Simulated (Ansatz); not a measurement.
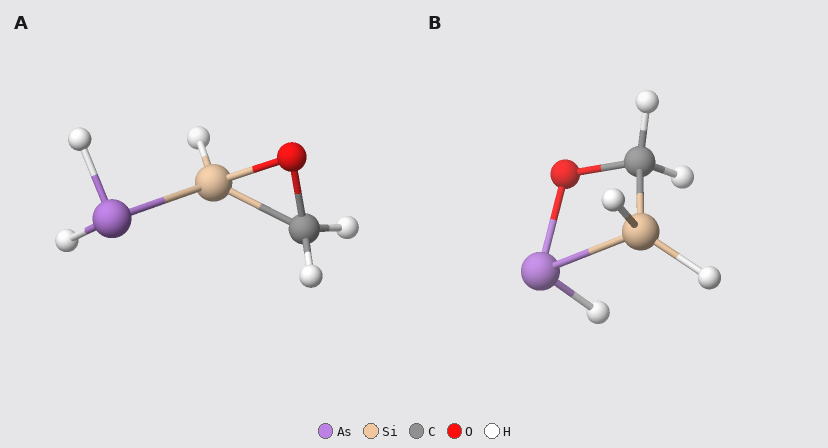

2 stationary structures of one formula. Geometries: PBE-D4/def2-SVP. Electronic energies: PBE-D4/def2-SVP (Ansatz 0.2.0), without zero-point energy. No frequency run is at hand to confirm each as a minimum.

Question: How are they related?

Answer: They are constitutional isomers of CH5AsOSi: A `[AsH2][Si@@H]1CO1`, B `C1O[AsH][SiH2]1`.

Question: Which is lowest in energy, and by how much?

Answer: A is lowest; B lies 0.233 eV above it.
